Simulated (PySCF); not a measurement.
Run report: C$_{4}$H$_{5}$BrGeO$_{2}$, excited-state calculation

The run: excited-state calculation of C$_{4}$H$_{5}$BrGeO$_{2}$, SMILES [GeH3][O]c1ccc(Br)o1. Method and program: TDDFT wB97X-D/def2-SVPD, vertical, gas phase, core orbitals frozen in the response (PySCF 2.14.0).

The geometry comes from this level: GFN2-xTB. It belongs to a series of runs on one base structure; here: Si replaced by Ge.

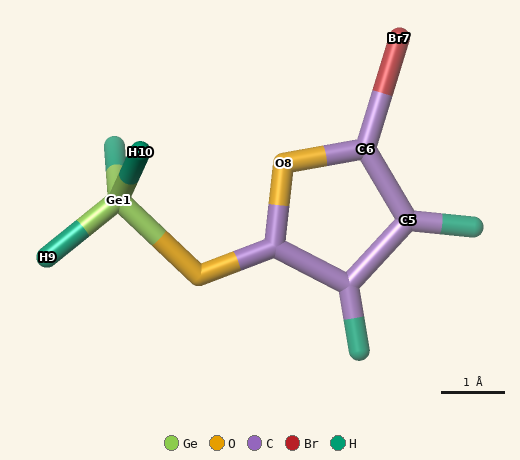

**Figure 1.** The structure (stick view, seen at a tilt; atoms are numbered from 1 in the order of the input). Sticks mark near contacts. Bond lengths as drawn: Br–C 1.86 Å, C–C 1.36 to 1.42 Å, C–H 1.07 Å, C–O 1.32 to 1.36 Å, Ge–H 1.49 to 1.50 Å and Ge–O 1.80 Å.

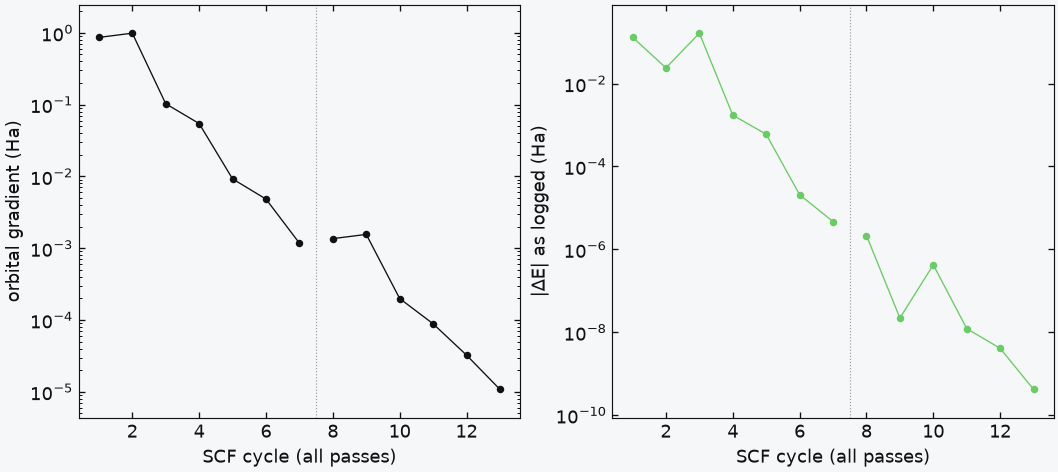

**Figure 2.** Convergence of the self-consistent field: orbital gradient and size of the energy change against the SCF cycle. The dotted line marks the change from a coarse to the final integration grid. The first 7 cycles use a coarse grid, the final grid takes over at cycle 8, and the field converges after 13 cycles in all.

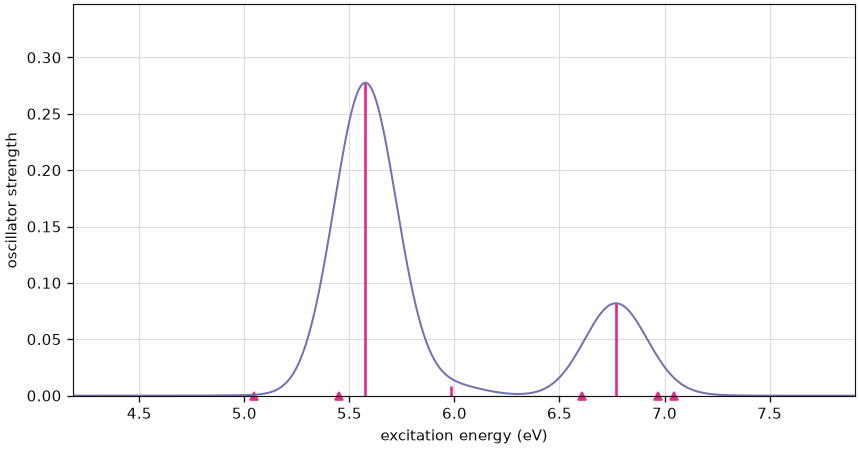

**Figure 3.** Computed excitations as sticks (degenerate states added up, dark ones marked on the axis), with a Gaussian envelope of 0.35 eV full width at half maximum, scaled to the tallest. Of the 8 states the lowest lies at 5.05 eV (f = 0.000); the strongest line is at 5.58 eV, or 222 nm (f = 0.278).

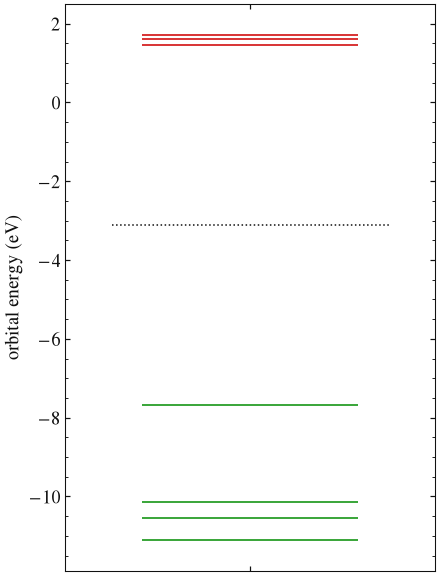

**Figure 4.** Orbital energies near the frontier; the dotted line parts filled from empty levels, and levels within 0.02 eV of each other stand side by side. Highest filled −7.67 eV, lowest empty 1.45 eV, 9.12 eV apart.

These pictures come from the run below.

### The input
```
{"job": {"kind": "uv", "xc": "wB97X-D", "basis": "def2-SVPD", "nstates": 8, "ntriplets": 3}, "charge": 0, "multiplicity": 1}
Ge    -2.426356     0.547947     0.328957
O     -1.366171    -0.831996    -0.142801
C     -0.069408    -0.593454    -0.167322
C      1.001124    -1.377816    -0.467254
C      2.147835    -0.551194    -0.312201
C      1.681543     0.663692     0.068656
Br     2.554089     2.263324     0.464469
O      0.327290     0.659065     0.162321
H     -3.741899    -0.140034     0.225495
H     -2.046203     0.953338     1.718139
H     -2.218303     1.639910    -0.672573
H      0.981229    -2.405646    -0.759414
H      3.170842    -0.826650    -0.464199
```

The first line tells a small driver script what to run in PySCF; the rest is the geometry in Å.

Launched with:
```bash
OMP_NUM_THREADS=1 python <driver script> task.json out
```

### The program's output
```
coarse grid: 58192 points
cycle   1  E = -4956.1064239430  dE =  1.322e-01  |g| = 8.617e-01  |ddm| = 7.303e+00
cycle   2  E = -4956.0825180810  dE =  2.391e-02  |g| = 9.874e-01  |ddm| = 3.841e+00
cycle   3  E = -4956.2475439529  dE = -1.650e-01  |g| = 1.027e-01  |ddm| = 2.295e+00
cycle   4  E = -4956.2492756245  dE = -1.732e-03  |g| = 5.441e-02  |ddm| = 2.502e-01
cycle   5  E = -4956.2498729338  dE = -5.973e-04  |g| = 9.226e-03  |ddm| = 1.085e-01
cycle   6  E = -4956.2498936617  dE = -2.073e-05  |g| = 4.828e-03  |ddm| = 3.325e-02
cycle   7  E = -4956.2498983250  dE = -4.663e-06  |g| = 1.174e-03  |ddm| = 1.093e-02
final grid: 120224 points
cycle   8  E = -4956.2492697857  dE = -2.146e-06  |g| = 1.359e-03  |ddm| = 1.842e-02
cycle   9  E = -4956.2492697639  dE =  2.186e-08  |g| = 1.555e-03  |ddm| = 5.365e-03
cycle  10  E = -4956.2492701852  dE = -4.213e-07  |g| = 1.988e-04  |ddm| = 2.093e-03
cycle  11  E = -4956.2492701973  dE = -1.211e-08  |g| = 8.849e-05  |ddm| = 6.717e-04
cycle  12  E = -4956.2492702014  dE = -4.056e-09  |g| = 3.239e-05  |ddm| = 3.796e-04
cycle  13  E = -4956.2492702018  dE = -4.129e-10  |g| = 1.079e-05  |ddm| = 1.188e-04
converged SCF energy = -4956.2492702018

Static polarisability (au): isotropic 101.186, principal 72.175 105.176 126.207

Singlet excitations
state   eV       nm        f      main configurations
  1   5.0459    245.7   0.00032   H->L+1 0.58, H->L+2 0.21
  2   5.4508    227.5   0.00080   H->L 0.63, H->L+2 0.22
  3   5.5760    222.4   0.27764   H->L+3 0.97
  4   5.9841    207.2   0.00886   H->L+2 0.29, H->L 0.25, H->L+1 0.18
  5   6.6085    187.6   0.00000   H->L+4 0.70, H->L+2 0.17
  6   6.7675    183.2   0.08187   H->L+6 0.52, H->L+11 0.32, H-1->L+3 0.09
  7   6.9695    177.9   0.00039   H->L+5 0.57, H->L+7 0.17, H->L+9 0.11
  8   7.0458    176.0   0.00114   H-2->L+1 0.60, H-2->L+2 0.27

Triplet excitations (Tamm-Dancoff, eV): 3.7879 4.5588 5.2775
```

### Summary

| quantity | value |
| --- | --- |
| outcome | converged |
| total energy | −4956.249270 hartree |
| HOMO | −7.67 eV |
| LUMO | 1.45 eV |
| dipole moment | 1.48 D |
| mean polarisability | 101.19 a.u. |
| lowest singlet excitation | 5.05 eV |
| hardware | 1 CPU thread, shared host |
| wall time | 96 s |
| peak memory | 1.1 GiB |

### Remarks

Spin–orbit coupling is left out, which matters for the heavy atoms.
